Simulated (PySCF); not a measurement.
**Al$_{2}$F$_{5}$H$_{2}$OSi (SMILES [F][Al-]1([F])[F+][Al-]([F])([O][SiH2])[F+]1) (doublet): density, localisation and related maps**

Input

```
{"job": {"kind": "epr"}, "charge": 0, "multiplicity": 2}
F      1.357839    -1.415350     2.362812
Al     0.188741    -0.258735     2.415444
F     -0.426704     0.350555     3.812927
F     -1.116203    -0.618602     1.215762
Al    -0.749396     0.663459    -0.029637
F     -1.921948     1.821399     0.013136
O     -0.079395     0.001824    -1.409528
Si     0.532490    -0.790896    -2.728497
F      0.528783     1.048911     1.214551
H      1.972802    -0.416517    -2.908655
H     -0.254312    -0.414555    -3.947916
```

Launched as:

```sh
OMP_NUM_THREADS=1 python cluster_run.py task.json out
```

Geometry: PBE0-D3(BJ)/def2-SVP.

Method: UKS B3LYP, IGLO-III on Al F O Si, pcH-1 on H, non-relativistic, mean-field spin-orbit, GIAO (PySCF).

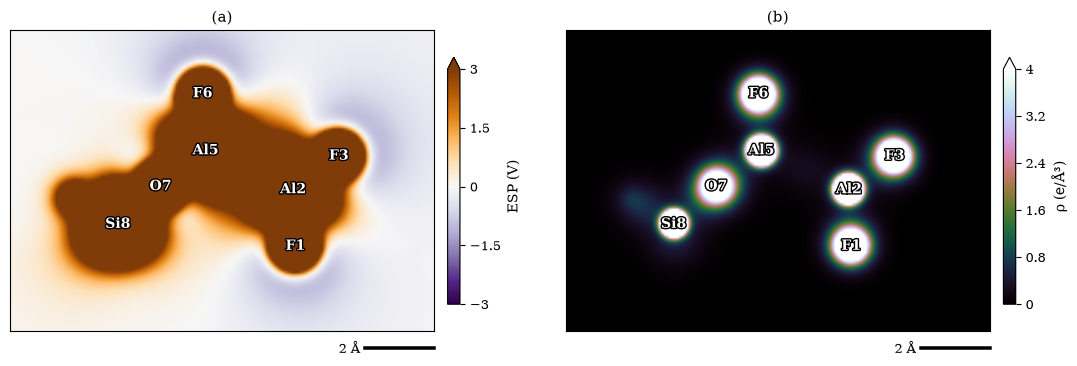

Figure 1. (a) molecular electrostatic potential; (b) total electron density on the plane of atoms F6, Al5 and O7.

What do the fields say about this system?

Answer.
- Atoms in the plane: F, Al, O and Si.
- Al–F (1.64 Å): ρ at the midpoint is about 0.92 e/Å³.
- Si–O (1.66 Å): ρ is about 1.1 e/Å³ halfway.
- Al–O (1.67 Å): ρ at the midpoint is about 0.92 e/Å³.
- Outside the dense part of the molecule the potential is most negative (−1.0 V) near F6.

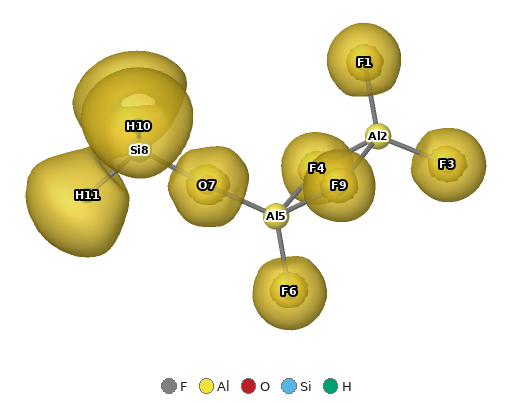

Figure 2. Isosurface of the electron localisation function at 0.75 (yellow), seen at a tilt. Core shells and regions of very low density are left out.

What do the ELF domains correspond to?

Answer. The ELF exceeds this value in one region on O in which the atom's valence shell and bonds are merged, five regions wrapped around F (the valence shell of each) and one joined region spread over several atoms (H, Si), in which their bonds and any lone pairs are merged.


Al–F (1.64 Å): the ELF peaks at about 0.85 in the valence shell of F, 0.5 Å from its nucleus, and is about 0.35 at the midpoint. Si–O (1.66 Å): the ELF peaks at about 0.85 between the atoms (a polar covalent bond).

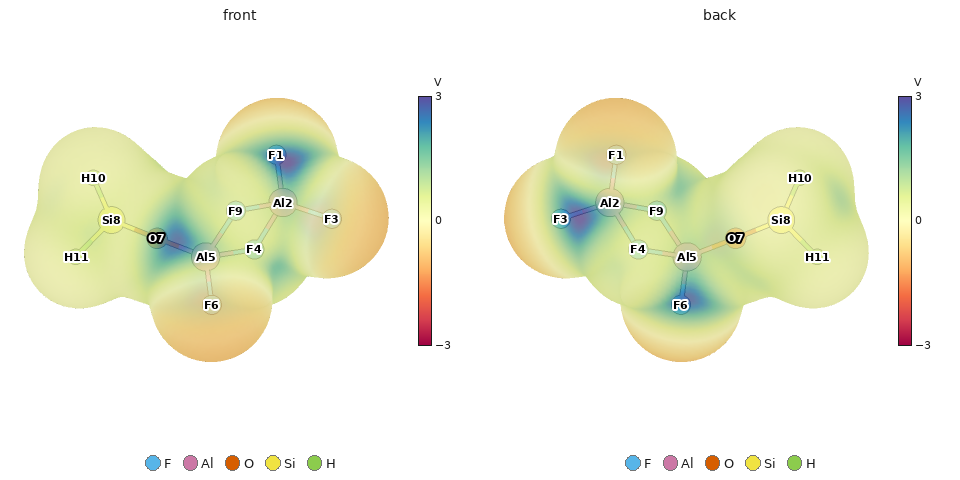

Figure 3. The molecular electrostatic potential painted on the density surface at 0.001 e/bohr³, seen from the front and from behind; red is negative and blue positive.

Which sites attract a positive test charge, and which a negative one?

Answer. A positive charge is drawn to the negative regions and a negative charge to the positive ones. The most negative region (about −0.9 V, or −21 kcal/mol for a unit charge) lies over F3 and F6, the most positive (about +2.8 V, or +65 kcal/mol for a unit charge) over Al2.
